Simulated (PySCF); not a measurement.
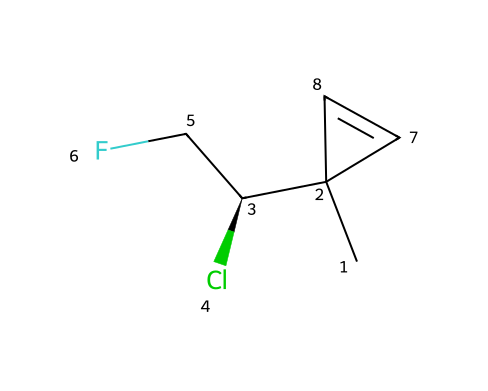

Skeletal drawing with numbered atoms; wedges and dashes mark any stereocentres. The configuration is that of a computed structure (PBE0-D3(BJ)/def2-SVP).

Q: Give the R/S and E/Z labels.

A: C3: R.

Q: Give a SMILES with the stereochemistry.

A: CC1([C@@H](Cl)CF)C=C1
